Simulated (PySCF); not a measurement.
# One shape, several levels: Si2NH6F (SMILES F[SiH2]N[SiH3])

Aim: a comparison of 4 runs (B2PLYP/cc-pVDZ, M06-2X/cc-pVDZ, M06-L/cc-pVDZ, r2SCAN/cc-pVDZ) of Si2NH6F. Input form: a Python script.

The calculation is run with PySCF 2.14.0.

## (1) The structure to begin with

Si2NH6F: 10 atoms, total charge 0, spin state singlet. SMILES: `F[SiH2]N[SiH3]`. The coordinates come from a PBE0-D4/def2-TZVP relaxation. This is one conformer, not always the lowest.

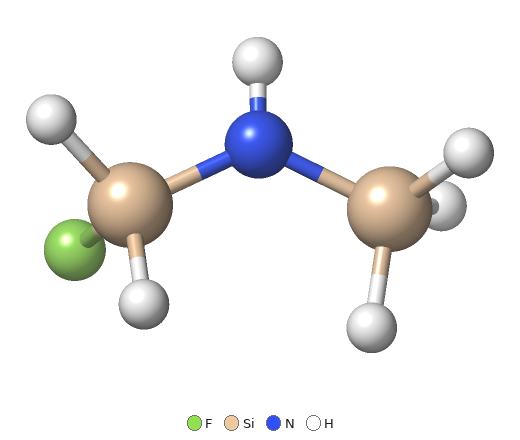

Viewed from a chosen angle; fluorine green, silicon light orange, nitrogen blue, hydrogen white.

## (2) A single-point energy at B2PLYP/cc-pVDZ (run 1)

calc.py

```python
# F[SiH2]N[SiH3]
from pyscf import gto, dft, mp

mol = gto.M(
    atom='''
F     -1.561500     0.994300    -1.776700
Si    -0.375000     1.301800    -0.745900
N      0.514800    -0.094800    -0.335900
Si     0.194800    -1.236100     0.928700
H      0.517200     2.267200    -1.426700
H     -1.010100     1.839400     0.475900
H      1.264300    -0.336200    -0.970000
H      1.391500    -1.422100     1.791600
H     -0.186300    -2.569800     0.392000
H     -0.924400    -0.683300     1.730300
''',
    verbose=3,
    charge=0,
    max_memory=1860,
    basis='cc-pvdz',
)

ks = dft.RKS(mol, xc='0.53*HF + 0.47*B88, 0.73*LYP')
ks.conv_tol = 1e-10
ks.grids.level = 5
ks.kernel()
if not ks.converged:
    ks = ks.newton().run(ks.mo_coeff, ks.mo_occ)

pt = mp.MP2(ks, frozen=12).run()
e_final = ks.e_tot + 0.27 * pt.e_corr
print('PT2 part  %.8f' % (0.27 * pt.e_corr))
print('E = %.10f Eh' % e_final)
```

Started as:

```sh
$ OMP_NUM_THREADS=1 python calc.py
```

The log of the run:

```text
converged SCF energy = -736.703279823506
E(RMP2) = -737.381041436692  E_corr = -0.677761613186733
E(SCS-RMP2) = -737.381051351947  E_corr = -0.677771528441337
PT2 part  -0.18299564
E = -736.8862754591 Eh
```

Run time: 17 s. Hardware: 1 thread of Intel Xeon at 2.70GHz, shared host; peak memory 0.48 GiB.

## (3) The energy at M06-2X/cc-pVDZ (run 2)

input.py

```python
from pyscf import gto, dft

mol = gto.Mole()
mol.atom = '''
F     -1.561500     0.994300    -1.776700
Si    -0.375000     1.301800    -0.745900
N      0.514800    -0.094800    -0.335900
Si     0.194800    -1.236100     0.928700
H      0.517200     2.267200    -1.426700
H     -1.010100     1.839400     0.475900
H      1.264300    -0.336200    -0.970000
H      1.391500    -1.422100     1.791600
H     -0.186300    -2.569800     0.392000
H     -0.924400    -0.683300     1.730300
'''
mol.charge = 0
mol.basis = 'cc-pvdz'
mol.verbose = 3
mol.spin = 0
mol.max_memory = 1860
mol.build()

mf = dft.RKS(mol, xc='m06-2x')
mf.conv_tol = 1e-10
mf.grids.level = 5
mf.kernel()
if not mf.converged:
    mf = mf.newton().run(mf.mo_coeff, mf.mo_occ)

energy = mf.e_tot
print('E(%s) = %.9f' % ('M06-2X', energy))
```

Started as:

```sh
$ OMP_NUM_THREADS=1 python input.py
```

The log of the run:

```text
converged SCF energy = -737.167941002637
E(M06-2X) = -737.167941003
```

It took 32 s on 1 thread of Intel Xeon at 2.70GHz, shared host; peak memory 0.51 GiB.

Run 3 isn't shown in full; the table further down has it.

## (4) A single-point energy at r2SCAN/cc-pVDZ (run 4)

run.py

```python
from pyscf import gto, dft

system = gto.M(
    atom='''
F       -1.561500       0.994300      -1.776700
Si      -0.375000       1.301800      -0.745900
N        0.514800      -0.094800      -0.335900
Si       0.194800      -1.236100       0.928700
H        0.517200       2.267200      -1.426700
H       -1.010100       1.839400       0.475900
H        1.264300      -0.336200      -0.970000
H        1.391500      -1.422100       1.791600
H       -0.186300      -2.569800       0.392000
H       -0.924400      -0.683300       1.730300
''',
    max_memory=1860,
    verbose=3,
    basis='cc-pvdz',
)

mf = dft.RKS(system, xc='r2scan')
mf.grids.level = 5
mf.conv_tol = 1e-10
mf.kernel()
if not mf.converged:
    mf = mf.newton().run(mf.mo_coeff, mf.mo_occ)

e_final = mf.e_tot
print(f'total energy: {e_final:.8f} hartree')
```

Started as:

```sh
$ OMP_NUM_THREADS=1 python run.py
```

The log of the run:

```text
converged SCF energy = -737.144235847318
total energy: -737.14423585 hartree
```

Wall time 36 s (1 thread of Intel Xeon at 2.70GHz, shared host); peak memory 0.51 GiB.

## (5) All runs side by side

| run | level | frozen core orbitals | energy (Eh) | dipole moment (D) | HOMO energy (eV) | LUMO energy (eV) | wall time |
| --- | --- | --- | --- | --- | --- | --- | --- |
| 1 | B2PLYP/cc-pVDZ | 12 | -736.886275 | 1.86 | -9.17 | 1.76 | 17 s |
| 2 | M06-2X/cc-pVDZ | – | -737.167941 | 1.80 | -9.22 | 1.38 | 32 s |
| 3 | M06-L/cc-pVDZ | – | -737.259153 | 1.78 | -6.80 | 0.37 | 37 s |
| 4 | r2SCAN/cc-pVDZ | – | -737.144236 | 1.74 | -6.86 | 0.07 | 36 s |

## (6) Summary of results

| quantity | value |
| --- | --- |
| run 4: total energy | -737.14424 Eh |
| run 4: dipole moment | 1.74 D |
| run 4: HOMO energy | -6.86 eV |
| run 4: LUMO energy | 0.07 eV |
| run 4: HOMO–LUMO gap | 6.93 eV |

The dipole moment (its size) runs from 1.74 D (r2SCAN/cc-pVDZ) to 1.86 D (B2PLYP/cc-pVDZ). A double hybrid's value is that of its SCF part. The HOMO–LUMO gap runs from 6.93 eV (r2SCAN/cc-pVDZ) to 10.93 eV (B2PLYP/cc-pVDZ). Totals of different functionals can't be ranked against each other. All runs together took 2 min, the longest 37 s.
